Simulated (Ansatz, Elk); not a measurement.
# Bonding as seen by X-rays: BaTi3Ni

Structure refinements treat a crystal as free atoms side by side. For a made-up structure of BaTi3Ni (cell and positions from a PBE relaxation) the runs below show what the calculated density changes in F(hkl).

Main program and level: Elk 11.2.3 (patched build); DFT, PBE, all-electron APW+lo, Dirac cores, scalar-relativistic bands, static density, no spin.

The structure was built from a prototype and need not be the compound's stable phase.

### Step 1. The structure

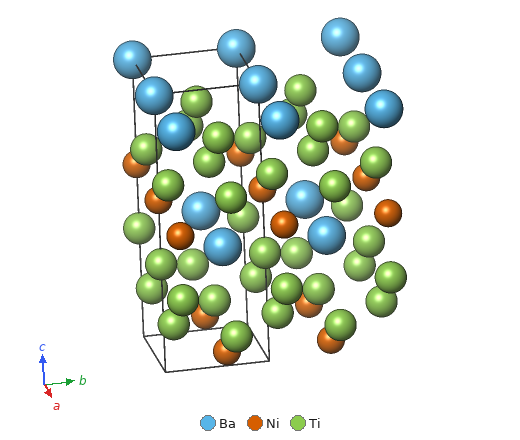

Start, viewed slightly off an axis; barium blue, nickel orange, titanium green. 2×2×1 cells are drawn. This picture shows the conventional cell, with its axes. Some periodic images of atoms are drawn too.

### Step 2. Ground state and structure factors

An all-electron density is needed, since X-rays see the cores too. Task 0 finds the density and task 195 Fourier-transforms it; tshift is off so that phases refer to the origin typed.

elk.in reads:

```
tasks
  0
  195

xctype
  20

spinpol
  .false.

rgkmax
  7.0

gmaxvr
  14.0

lmaxo
  7

lmaxapw
  8

swidth
  0.002

tshift
  .false.

hmaxvr
  5.5

maxscl
  120

epspot
  1e-06

sppath
  './'

avec
  -4.02294503356 4.02294503356 11.24514604029
  4.02294503356 -4.02294503356 11.24514604029
  4.02294503356 4.02294503356 -11.24514604029

atoms
  3
  'Ba.in'
  1
  0.9962300348 0.9962300348 0.0000000000   0.000000 0.000000 0.000000
  'Ni.in'
  1
  0.6204866938 0.6204866938 -0.0000000000   0.000000 0.000000 0.000000
  'Ti.in'
  3
  0.3894721136 0.3894721136 0.0000000000   0.000000 0.000000 0.000000
  0.2384055789 0.7384055789 0.5000000000   0.000000 0.000000 0.000000
  0.7384055789 0.2384055789 0.5000000000   0.000000 0.000000 0.000000

ngridk
  7 7 7
```

Command:

```sh
> OMP_NUM_THREADS=4 elk
```

Numbers of over 12 decimals in the logs are rounded to 6 here.

What it wrote:

```text
┌─────────────────────────┐
│ Elk code version 11.2.3 │
└─────────────────────────┘

All units are atomic (Hartree, Bohr, etc.)

┌─────────────────────────────────────────────────┐
│ Ground-state run starting from atomic densities │
└─────────────────────────────────────────────────┘

Lattice vectors :
  -4.022945034       4.022945034       11.24514604
   4.022945034      -4.022945034       11.24514604
   4.022945034       4.022945034      -11.24514604

Reciprocal lattice vectors :
 -0.1103454968E-16  0.7809186125      0.2793732196
  0.7809186125     -0.1103454968E-16  0.2793732196
  0.7809186125      0.7809186125     -0.9229321804E-17

Unit cell volume      :    727.9696758
Brillouin zone volume :   0.3407425085

Muffin-tin inner radius fraction :   0.1000000000E-01

Nuclei treated as point charges

Species : 1 (Ba)
 parameters loaded from : Ba.in
 name : barium
 nuclear charge    :   -56.00000000
 electronic charge :    56.00000000
 atomic mass :    250331.8071
 muffin-tin radius :    2.800000000
 number of radial points in muffin-tin :   1393
 inner part over the whole radius :   0.9950032293E-02
 number on inner part of muffin-tin    :    996
 approximate nuclear radius :   0.9171481901E-04
 number of mesh points to nuclear radius :    504
 atomic positions (lattice), magnetic fields (Cartesian) :
  1 :   0.99623003  0.99623003  0.00000000    0.00000000  0.00000000  0.00000000

Species : 2 (Ni)
 parameters loaded from : Ni.in
 name : nickel
 nuclear charge    :   -28.00000000
 electronic charge :    28.00000000
 atomic mass :    106991.5231
 muffin-tin radius :    2.384219311
 number of radial points in muffin-tin :    993
 inner part over the whole radius :   0.9963634297E-02
 number on inner part of muffin-tin    :    701
 approximate nuclear radius :   0.7325707712E-04
 number of mesh points to nuclear radius :    335
 atomic positions (lattice), magnetic fields (Cartesian) :
  1 :   0.62048669  0.62048669  0.00000000    0.00000000  0.00000000  0.00000000

Species : 3 (Ti)
 parameters loaded from : Ti.in
 name : titanium
 nuclear charge    :   -22.00000000
 electronic charge :    22.00000000
 atomic mass :    87256.20317
 muffin-tin radius :    2.384219311
 number of radial points in muffin-tin :    993
 inner part over the whole radius :   0.9849782875E-02
 number on inner part of muffin-tin    :    698
 approximate nuclear radius :   0.6805665174E-04
 number of mesh points to nuclear radius :    325
 atomic positions (lattice), magnetic fields (Cartesian) :
  1 :   0.38947211  0.38947211  0.00000000    0.00000000  0.00000000  0.00000000
  2 :   0.23840558  0.73840558  0.50000000    0.00000000  0.00000000  0.00000000
  3 :   0.73840558  0.23840558  0.50000000    0.00000000  0.00000000  0.00000000

Total number of atoms per unit cell :    5
Total muffin-tin volume :    319.0366722
 ratio of muffin-tin to unit cell volume :   0.4382554423

Spin treatment :
 spin-unpolarised

Number of Bravais lattice symmetries :   16
Number of crystal symmetries         :    8
Crystal has no inversion symmetry
Complex Hermitian eigensolver will be used

k-point grid :      7     7     7
k-point offset :    0.000000000       0.000000000       0.000000000
k-point set is reduced with full crystal symmetry group
Total number of k-points :       70

Muffin-tin radius times maximum |G+k| :    7.000000000
 using average radius
Maximum |G+k| for APW functions       :    2.837022636
Maximum (1/2)|G+k|²                   :    4.024348719
Maximum |G| for potential and density :    14.00000000
Constant for pseudocharge density :   10
 order of it for each species :   17  17  17
 order of it for pair densities of each species (exact exchange by exxq0 0: 18) :   13   9   9
Radial integration step length :    1

G-vector grid sizes :     60    60    60
Number of G-vectors :    33659

Maximum angular momentum used for
 APW functions            :    8
 outer part of muffin-tin :    7
 inner part of muffin-tin :    2

Total nuclear charge    :   -150.0000000
[...]
correlation                 :     -7.253523
 electron entropic           :    -0.18688644741099E-02
 total energy                :     -12222.306547655

Density of states at Fermi energy :    136.6862623
 (states/Hartree/unit cell)

Estimated indirect band gap :   0.9265475313E-03
 from k-point 17 to k-point 42
Estimated direct band gap   :   0.3329109756E-02
 at k-point 17

Charges :
 core                        :    78.00000000
 valence                     :    72.00000000
 interstitial                :    8.041265053
 muffin-tins (core leakage)
  species : 1 (Ba)
   atom 1                    :    53.68318048     (  0.5218200791E-05)
  species : 2 (Ni)
[...]
species : 3 (Ti)
[...]
total in muffin-tins        :    141.9587349
 total calculated charge     :    149.9994967
 total charge                :    150.0000000
 error                       :   0.5032582775E-03

RMS change in Kohn-Sham potential (target) :   0.3380052593     (  0.1000000000E-05)
Absolute change in total energy (target)   :   0.4217871626E-01 (  0.1000000000E-03)

[... loops 3 to 22 left out ...]

┌──────────────────┐
│ Loop number : 23 │
└──────────────────┘

Energies :
 Fermi                       :     0.255225
 sum of occupied eigenvalues :     -7378.9382092776
 electron kinetic            :      12819.045406528
 core electron kinetic       :      12189.803804333
 Coulomb                     :     -24652.111157194
 Coulomb potential           :     -19692.359743272
 nuclear-nuclear             :     -1351.3313015316
 electron-nuclear            :     -26941.691196151
 Hartree                     :      3640.9113404879
 Madelung                    :     -14805.931285558
 xc potential                :     -505.62387253309
 exchange                    :     -381.25944671423
 correlation                 :     -7.248622
 electron entropic           :    -0.21782419548697E-02
 total energy                :     -12221.575997658

Density of states at Fermi energy :    157.4985051
 (states/Hartree/unit cell)

Estimated indirect band gap :   0.2629782522E-02
 from k-point 29 to k-point 19
Estimated direct band gap   :   0.3091249960E-02
 at k-point 17

Charges :
 core                        :    78.00000000
 valence                     :    72.00000000
 interstitial                :    8.016624812
 muffin-tins (core leakage)
  species : 1 (Ba)
[...]
species : 2 (Ni)
[...]
species : 3 (Ti)
[...]
total in muffin-tins        :    141.9833752
 total calculated charge     :    149.9994959
 total charge                :    150.0000000
 error                       :   0.5041487379E-03

RMS change in Kohn-Sham potential (target) :   0.6723486998E-06 (  0.1000000000E-05)
Absolute change in total energy (target)   :   0.1758126018E-05 (  0.1000000000E-03)

Convergence targets achieved

┌──────────────────┐
│ Loop number : 24 │
└──────────────────┘

Energies :
 Fermi                       :     0.255225
 sum of occupied eigenvalues :     -7378.9382006178
 electron kinetic            :      12819.045398586
 core electron kinetic       :      12189.803805290
 Coulomb                     :     -24652.111145663
 Coulomb potential           :     -19692.359754219
 nuclear-nuclear             :     -1351.3313015316
 electron-nuclear            :     -26941.691162029
 Hartree                     :      3640.9113178984
 Madelung                    :     -14805.931268553
 xc potential                :     -505.62384498504
 exchange                    :     -381.25944559180
 correlation                 :     -7.248622
 electron entropic           :    -0.21782412260186E-02
 total energy                :     -12221.575992930

Density of states at Fermi energy :    157.4984296
 (states/Hartree/unit cell)

Estimated indirect band gap :   0.2629794371E-02
 from k-point 29 to k-point 23
Estimated direct band gap   :   0.3091266156E-02
 at k-point 17

Charges :
 core                        :    78.00000000
 valence                     :    72.00000000
 interstitial                :    8.016625157
 muffin-tins (core leakage)
  species : 1 (Ba)
[...]
species : 2 (Ni)
[...]
species : 3 (Ti)
   atom 1                    :    20.32475740     ( -0.2199322697E-06)
   atom 2                    :    20.26008225     ( -0.2199371298E-06)
   atom 3                    :    20.26008225     ( -0.2199371298E-06)
 total in muffin-tins        :    141.9833748
 total calculated charge     :    149.9994959
 total charge                :    150.0000000
 error                       :   0.5041487686E-03

┌──────────────────────────────┐
│ Self-consistent loop stopped │
└──────────────────────────────┘

Warning : core states of species 2 leak from the muffin-tin :   0.3033267219E-03

Wrote STATE.OUT
```

The job ended after 1.8 min (4 threads of Arm Neoverse V2, shared host; peak memory 0.32 GiB).

SFACRHO.OUT:

```text

h k l indices transformed by vhmat matrix:
   1.000000000       0.000000000       0.000000000    
   0.000000000       1.000000000       0.000000000    
   0.000000000       0.000000000       1.000000000    

      h      k      l  multipl.   |H|            Re(F)            Im(F)           |F|

      0      0      0      1   0.0000000       150.00000      0.20985749E-16   150.00000    
      1      1     -1      1  0.55874644       17.496250       9.9431165       20.124222    
     -1     -1      1      1  0.55874644       17.496250      -9.9431165       20.124222    
      0      1     -1      4  0.82938729       17.009077      -6.5221441       18.216670    
      0     -1      0      4  0.82938729       17.009077       6.5221441       18.216670    
      0      0      1      4   1.1043857       53.375802     -0.24194600E-13   53.375802    
      2      2     -2      1   1.1174929       39.790147      -17.351399       43.408834    
     -2     -2      2      1   1.1174929       39.790147       17.351399       43.408834    
     -1     -2      1      4   1.1455472       69.637515       6.4514040       69.935714    
      1      2     -2      4   1.1455472       69.637515      -6.4514040       69.935714    
      0     -2      1      4   1.2376855       82.006100      0.29844209       82.006643    
      1      1     -2      4   1.2376855       82.006100     -0.29844209       82.006643    
      1     -1      1      4   1.5618372       107.77259      0.12637346E-13   107.77259    
     -2     -2      1      4   1.5711327      -20.841172      -1.5998140       20.902484    
      3      1     -2      4   1.5711327      -20.841172       1.5998140       20.902484    
      2      3     -2      4   1.6003340       72.050504       2.7122745       72.101536    
     -3     -2      2      4   1.6003340       72.050504      -2.7122745       72.101536    
      0      2      0      4   1.6587746       16.664947       8.2866549       18.611532
```

Elk indexes on the primitive cell of elk.in and gives |H| = 4π sin θ/λ in inverse bohr. Below, one row stands for each form hkl of the conventional cell (m members, Friedel mates merged), F is for one primitive cell and the density is static (no thermal factor). Free-atom factors are Waasmaier and Kirfel's, and R is Σm||F|−|F'||/Σm|F|.

| hkl | m | sin θ/λ (Å⁻¹) | abs F, DFT | neutral atoms | diff. | abs of complex diff. |
| --- | --- | --- | --- | --- | --- | --- |
| 002 | 2 | 0.084 | 20.124 | 20.281 | -0.157 | 0.162 |
| 101 | 8 | 0.125 | 18.217 | 18.318 | -0.102 | 0.168 |
| 110 | 4 | 0.166 | 53.376 | 53.062 | +0.313 | 0.313 |
| 004 | 2 | 0.168 | 43.409 | 43.742 | -0.333 | 0.371 |
| 103 | 8 | 0.172 | 69.936 | 69.769 | +0.167 | 0.245 |
| 112 | 8 | 0.186 | 82.007 | 82.301 | -0.294 | 0.373 |
| 200 | 4 | 0.235 | 107.773 | 108.313 | -0.540 | 0.540 |
| 114 | 8 | 0.236 | 20.903 | 21.362 | -0.460 | 0.460 |
| 105 | 8 | 0.241 | 72.102 | 72.379 | -0.277 | 0.286 |
| 202 | 8 | 0.249 | 18.612 | 18.356 | +0.256 | 0.299 |
| 006 | 2 | 0.252 | 4.159 | 3.832 | +0.327 | 0.369 |
| 211 | 16 | 0.266 | 16.297 | 16.193 | +0.104 | 0.135 |
| 204 | 8 | 0.289 | 36.300 | 36.177 | +0.123 | 0.124 |
| 213 | 16 | 0.291 | 57.821 | 58.062 | -0.241 | 0.258 |
| 116 | 8 | 0.302 | 57.042 | 57.106 | -0.063 | 0.064 |
| 107 | 8 | 0.317 | 25.606 | 25.529 | +0.076 | 0.144 |
| 220 | 4 | 0.332 | 91.645 | 91.721 | -0.076 | 0.076 |
| 008 | 2 | 0.336 | 84.210 | 84.411 | -0.201 | 0.206 |

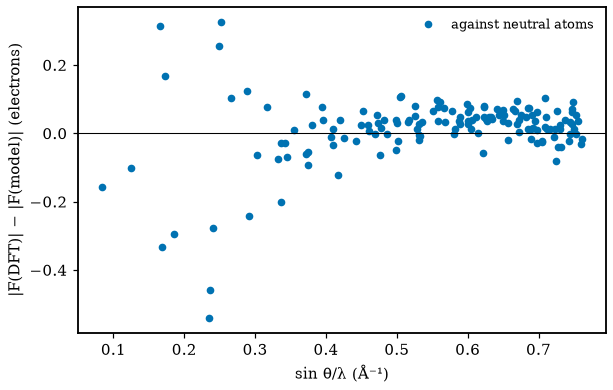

Difference between the calculated structure factors and the independent-atom ones.

### Step 3. Summary of results

```yaml
r_against_neutral_atoms_sin_theta_lambda_0p3_a_minus1: 0.53 %
r_against_neutral_atoms_0p3_to_0p76_a_minus1: 0.14 %
```

In words: Independent neutral atoms miss the calculated amplitudes by R = 0.53 % below 0.3 Å⁻¹ and 0.14 % from there to 0.76 Å⁻¹; by shells, 0.61 % below 0.15 Å⁻¹ (2 forms), 0.53 % 0.15 to 0.3 (12 forms), 0.12 % 0.3 to 0.45 (23 forms), 0.14 % above 0.45 (112 forms). Bonding, aspherical density and the tables' own atoms all enter these figures, and the runs don't part them. The largest change of an amplitude is -0.54 electrons, at 200. R counts amplitudes alone; phases shift too. The basis has no finished test. The k-mesh has no finished test. These runs have no spin, though d or f shells may be open. Part of the difference isn't bonding: the tables are fits to free atoms and ions calculated by other methods than this functional. Thermal motion, anomalous dispersion and extinction are left out.

[Logs are printed without paths, hosts, clocks, repeated set-up lines and the standing remarks that a program may print on its own settings, such as how far it seeks lower states.]

[Hosts, paths, dates, database ids (printed as entryN), source tags and the programs' standing remarks are cut or masked in the printed files.]
